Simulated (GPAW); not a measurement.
# How far to go with the k-point mesh: NbRu (P4mm, 2 atoms in the cell)

```xyz
2
Lattice="3.0687 0.0000 0.0000 0.0000 3.0687 0.0000 0.0000 0.0000 3.4421" Properties=species:S:1:pos:R:3 pbc="T T T"
Nb     0.0000     0.0000     0.0500
Ru     1.5344     1.5344     1.7211
```

Method of the run: LDA (Perdew-Wang 92), GPAW PAW datasets LDA (gpaw-data 1.0.1) (plane waves; GPAW 25.7.0).

Base settings: mode = pw; ecut = 600 eV; xc = LDA; kpts = 5 5 5; mesh shift (steps) = 0 0 0; occupations.name = fermi-dirac; occupations.width = 0.1 eV; nbands = -8; symmetry.symmorphic = false; symmetry.tolerance = 0.0005.

Only quantities that move along the ladder and can be compared are tabulated.

The count of work is k-points × plane waves × bands × iterations; it is no time. 

The starting cell comes from a database of computed structures (which also holds hypothetical and non-ambient phases and stackings), without a prior relaxation at this level. Its lattice was rescaled by up to half a per cent. One atom was moved a little off its site on purpose. Spin polarisation is off. In the base run, with a pressure of about -16 GPa the cell is away from its equilibrium volume at this level. Without a gap this mesh is coarse (it stands for a supercell whose shortest vector is 15 Å).

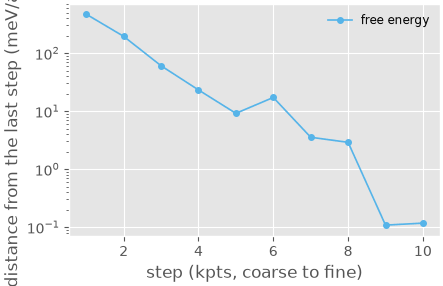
Figure. Distance from the last step along the ladder; very small values are drawn at a floor.

```csv
kpts,free energy less the last step's (meV/atom),pressure (GPa),largest difference of a force vector from the last step's (eV/Å),count of work / last
2 2 2,468.37,-17.59,0.198,0.023
3 3 2,194.41,-12.95,0.816,0.019
3 3 3,-60.44,-15.91,0.490,0.018
4 4 4,-23.17,-16.19,0.133,0.058
5 5 5,-9.15,-16.00,0.161,0.046
6 6 5,17.19,-15.63,0.061,0.089
7 7 6,-3.54,-15.93,0.049,0.13
10 10 9,-2.89,-15.85,0.017,0.29
13 13 11,-0.11,-15.83,0.008,0.47
15 15 14,-0.12,-15.80,0.004,0.80
17 17 15,0.00,-15.81,0.000,1.0
```

Coarsest kpts that holds the forces within 0.02 eV/Å of the last step, with all finer ones: 10 10 9, at 0.29 of the last step's count of work; the step before is off by 0.049 eV/Å.

Coarsest kpts that holds the pressure within 1 GPa of the last step, with all finer ones: 3 3 3, at 0.018 of the last step's count of work; the step before is off by 2.9 GPa.

Coarsest kpts that holds the free energy within 5 meV/atom of the last step, with all finer ones: 7 7 6, at 0.13 of the last step's count of work; the step before is off by 17 meV/atom.
